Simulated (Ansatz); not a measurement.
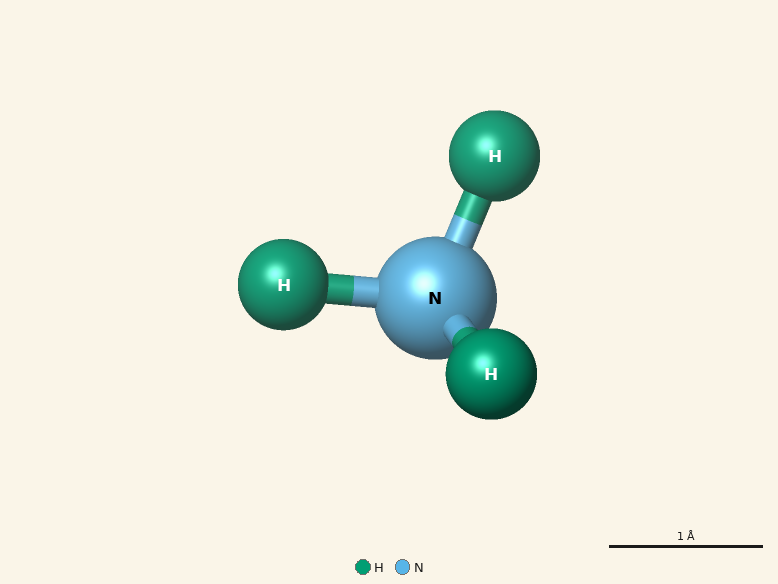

Ball-and-stick drawing of a structure.

The geometry was computed by an optimisation with PBE0-D4/def2-TZVP.

Identify the structure.

Formula NH₃. The point group is C3v. Coordination: 1 N trigonal pyramidal.

The parts below concern this one geometry. Atoms keep their numbers from picture to picture.

## Shape

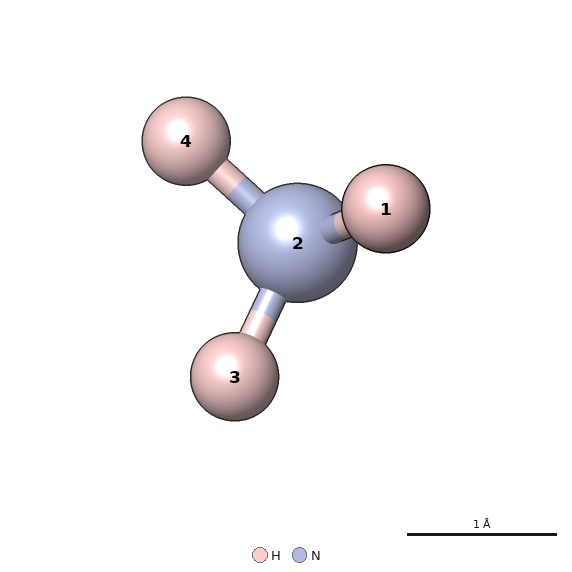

Atoms carry their numbers in the input.

List the bonds and their lengths.

```csv
bond,length (Å)
H1–N2,1.013
N2–H3,1.013
N2–H4,1.013
```

## Vibrations

Harmonic vibrations computed with RKS PBE0-D4/def2-TZVP (Ansatz 0.2.0) at a stationary point of the same level.

List the wavenumbers.

Answer. 6 modes: 1031, 1670, 1670, 3502, 3631, 3631 cm⁻¹.

## Charges

The questions are on Mulliken charges. Level of theory: RKS PBE0-D4/def2-TZVP (Ansatz 0.2.0).

Give the Mulliken charges atom by atom.

```
atom  value (e)
  H1       0.23
  N2      −0.70
  H3       0.23
  H4       0.23
```

## Electronic properties

Method: RKS PBE0-D4/def2-TZVPP (Ansatz 0.2.0).

What does the calculation give?

- HOMO energy (Kohn–Sham orbital): −7.58 eV
- LUMO energy (Kohn–Sham orbital): 1.03 eV
- HOMO–LUMO gap: 8.62 eV

Mulliken values depend strongly on the basis set and can even reverse the polarity of a bond.
